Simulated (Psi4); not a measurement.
# AlH (SMILES [AlH]) at CCSD(T)/def2-TZVPPD

What is the energy change on altering one bond length of AlH at CCSD(T)/def2-TZVPPD? 

The calculation is run with Psi4 1.11.

1 further run of the same task is left out (set aside as unsound or not needed).

## (1) Starting point

AlH has 2 atoms, charge 0, and is taken as a singlet. SMILES: `[AlH]`. The coordinates come from a PBE0-D4/def2-TZVP relaxation.

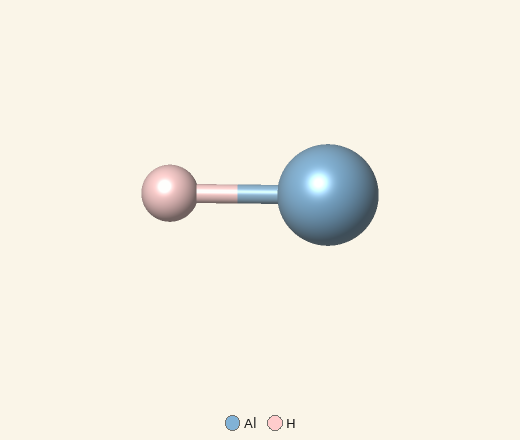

The structure, seen from a chosen angle (aluminium light blue, hydrogen pink).

## (2) The energy at CCSD(T)/def2-TZVPPD

job.json reads:

```json
{
  "schema_name": "qcschema_input",
  "schema_version": 1,
  "molecule": {
    "schema_name": "qcschema_molecule",
    "schema_version": 2,
    "symbols": ["Al", "H"],
    "geometry": [0.0, 0.0, -0.04845258, 0.0, 0.0, 3.09746899],
    "molecular_charge": 0,
    "molecular_multiplicity": 1,
    "fix_symmetry": "c1"
  },
  "driver": "energy",
  "model": {
    "method": "ccsd(t)",
    "basis": "def2-TZVPPD"
  },
  "keywords": {
    "puream": true,
    "e_convergence": 1e-09,
    "d_convergence": 1e-08,
    "scf_type": "pk",
    "num_frozen_docc": 5
  }
}
```

Launch:

```console
$ psi4 --qcschema job.json -n 1 --memory 2200MB
```

stdout:

```text
[...]
  Running in c1 symmetry.
[...]
  Nuclear repulsion =    4.132334424344851
[...]
  Multiplicity = 1
[...]
  Nalpha       = 7
  Nbeta        = 7
[...]
    Number of basis functions: 65
[...]
   @RHF iter   1:  -242.45374187482457   -5.52386e-01   1.80750e-03 ADIIS/DIIS
[...]
   @RHF iter   8:  -242.45793538679987   -3.72324e-11   8.08032e-09 DIIS
[...]
    Orbital Energies [Eh]
    ---------------------
    Doubly Occupied:
       1A    -58.489664     2A     -4.901583     3A     -3.210901
       4A     -3.210901     5A     -3.209819     6A     -0.494078
       7A     -0.289243
[...]
  @RHF Final Energy:  -242.45793538679987
   => Energetics <=
    Nuclear Repulsion Energy =              4.1323344243448510
    One-Electron Energy =                -345.5681620734650323
    Two-Electron Energy =                  98.9778922623203243
    Total Energy =                       -242.4579353867998748
[...]
 Multipole Moments:
 ------------------------------------------------------------------------------------
     Multipole            Electronic (a.u.)      Nuclear  (a.u.)        Total (a.u.)
 ------------------------------------------------------------------------------------
 L = 1.  Multiply by 2.5417464519 to convert [e a0] to [Debye]
 Dipole X            :          0.0000000            0.0000000            0.0000000
 Dipole Y            :         -0.0000000            0.0000000           -0.0000000
 Dipole Z            :         -1.5498814            1.5600499            0.0101685
 Magnitude           :                                                    0.0101685
[...]
      * MP2 total energy                      = -242.520234049156954
[...]
      * CCSD total energy                     = -242.540563373865950
[...]
      * CCSD(T) total energy                  = -242.542023374344183
[...]
```

The result, in JSON:

```text
{
 "driver": "energy",
 "model": {
  "method": "ccsd(t)",
  "basis": "def2-TZVPPD"
 },
 "success": true,
 "return_result": -242.54202337434418,
 "properties": {
  "calcinfo_nbasis": 65,
  "calcinfo_nmo": 65,
  "calcinfo_nalpha": 7,
  "calcinfo_nbeta": 7,
  "calcinfo_natom": 2,
  "nuclear_repulsion_energy": 4.132334424344851,
  "return_energy": -242.54202337434418,
  "scf_one_electron_energy": -345.56816207346503,
  "scf_two_electron_energy": 98.97789226232032,
  "scf_dipole_moment": [2.4880831438073127e-10, -8.232272592806984e-10, 0.01016845425782309],
  "scf_total_energy": -242.45793538679987,
  "scf_iterations": 8,
  "mp2_same_spin_correlation_energy": -0.003225460997487356,
  "mp2_opposite_spin_correlation_energy": -0.05907320135907813,
  "mp2_singles_energy": -1.3199030149743068e-28,
  "mp2_doubles_energy": -0.06229866235656548,
  "mp2_correlation_energy": -0.06229866235656548,
  "mp2_total_energy": -242.52023404915695,
  "ccsd_same_spin_correlation_energy": -0.003571101246058195,
  "ccsd_opposite_spin_correlation_energy": -0.07905688581950601,
  "ccsd_singles_energy": 0.0,
  "ccsd_doubles_energy": -0.0826279870655642,
  "ccsd_correlation_energy": -0.0826279870655642,
  "ccsd_total_energy": -242.54056337386595,
  "ccsd_iterations": 15,
  "ccsd_prt_pr_correlation_energy": -0.08408798754378838,
  "ccsd_prt_pr_total_energy": -242.54202337434418
 }
}
```

Run time: 6.9 s. Hardware: 1 thread of Intel Xeon Platinum 8259CL at 2.50GHz (Skylake/Cascade Lake), shared host; peak memory 0.37 GiB.

## (3) The distorted shape at the same level

input.inp reads:

```
memory 2200 mb

molecule {
  0 1
  Al     0.00000000     0.00000000    -1.62136612
  H      0.00000000     0.00000000     3.09746899
  units au
  symmetry c1
  no_reorient
  no_com
}

set globals {
  reference       rhf
  puream          true
  e_convergence   1e-09
  d_convergence   1e-08
  scf_type        pk
  num_frozen_docc 5
}

energy("ccsd(t)/def2-TZVPPD")
print_variables()
```

Launch:

```console
$ psi4 -i input.inp -o input.out -n 1
```

input.out:

```text
[...]
  Running in c1 symmetry.
[...]
  Nuclear repulsion =    2.754917198198095
[...]
  Multiplicity = 1
[...]
  Nalpha       = 7
  Nbeta        = 7
[...]
    Number of basis functions: 65
[...]
   @RHF iter   1:  -242.39096314212225   -6.02819e-01   1.89457e-03 ADIIS/DIIS
[...]
   @RHF iter   9:  -242.40209508526266   -1.25056e-12   2.07289e-09 DIIS
[...]
    Orbital Energies [Eh]
    ---------------------
    Doubly Occupied:
       1A    -58.549503     2A     -4.957014     3A     -3.264849
       4A     -3.264849     5A     -3.263490     6A     -0.433464
       7A     -0.281511
[...]
  @RHF Final Energy:  -242.40209508526266
   => Energetics <=
    Nuclear Repulsion Energy =              2.7549171981980951
    One-Electron Energy =                -342.2846624424979609
    Two-Electron Energy =                  97.1276501590372163
    Total Energy =                       -242.4020950852626584
[...]
 Multipole Moments:
 ------------------------------------------------------------------------------------
     Multipole            Electronic (a.u.)      Nuclear  (a.u.)        Total (a.u.)
 ------------------------------------------------------------------------------------
 L = 1.  Multiply by 2.5417464519 to convert [e a0] to [Debye]
 Dipole X            :          0.0000000            0.0000000            0.0000000
 Dipole Y            :         -0.0000000            0.0000000           -0.0000000
 Dipole Z            :         16.3911807          -17.9802906           -1.5891098
 Magnitude           :                                                    1.5891098
[...]
      * MP2 total energy                      = -242.465385607357177
[...]
      * CCSD total energy                     = -242.489411856271488
[...]
      * CCSD(T) total energy                  = -242.491710392662497
[...]
```

Run time: 6 s. Hardware: 1 thread of Intel Xeon Platinum 8259CL at 2.50GHz (Skylake/Cascade Lake), shared host; peak memory 0.37 GiB.

## (4) Outcome

At CCSD(T)/def2-TZVPPD, 5 core orbitals frozen:

| quantity | value |
| --- | --- |
| first shape: total energy | -242.54202 Eh |
| first shape: HOMO energy (Hartree–Fock orbitals) | -7.87 eV |
| first shape: LUMO energy (Hartree–Fock orbitals) | 0.82 eV |
| first shape: HOMO–LUMO gap (Hartree–Fock orbitals) | 8.69 eV |
| first shape: correlation energy (5 core orbitals frozen) | -84.1 mEh |
| first shape: (T) correction | -1.46 mEh |
| first shape: T1 diagnostic | 0.014 |
| distorted shape: total energy | -242.49171 Eh |
| distorted shape: HOMO energy (Hartree–Fock orbitals) | -7.66 eV |
| distorted shape: LUMO energy (Hartree–Fock orbitals) | 0.29 eV |
| distorted shape: HOMO–LUMO gap (Hartree–Fock orbitals) | 7.95 eV |
| distorted shape: correlation energy (5 core orbitals frozen) | -89.6 mEh |
| distorted shape: (T) correction | -2.30 mEh |
| distorted shape: T1 diagnostic | 0.029 |
| energy change with the Al1–H2 bond stretched from 1.665 to 2.497 Å | 1.369 eV |

**Reading.** One bond (distorted shape) is far stretched, which a spin-restricted single reference describes badly; perturbation theory on it can break down and give far too much correlation. With the Al1–H2 bond stretched from 1.665 to 2.497 Å the energy rises by 1.37 eV (132 kJ/mol). The first shape isn't relaxed at this level, so the change isn't measured from a minimum. A restricted reference can't describe the breaking bond well at this length. The triples (first shape) make up 1.7 % of the correlation energy. The T1 diagnostic (distorted shape) of 0.029 is above the customary mark for such species, so a single reference may not serve. The triples (distorted shape) make up 2.6 % of the correlation energy.
